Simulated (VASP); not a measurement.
Band structure of K (space group Im-3m). Computed with PBE GGA, VASP's PBE PAW potentials (set 64) (plane waves; VASP).

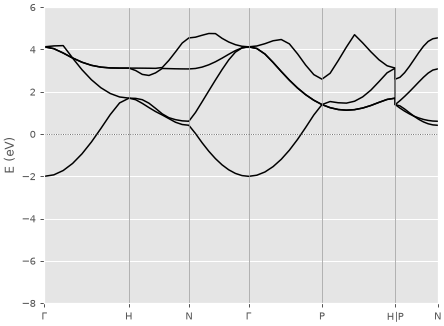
Bands along high-symmetry lines, zero at the valence-band maximum or, without a gap, the Fermi level

### Question
Read the plot: is there a gap, and where are the band edges?

### Answer
It has no gap at this level: it comes out as a metal or semimetal.

The structure comes from a computed database's K entry; how it stands against other phases isn't given here. The cell was not relaxed at this level.
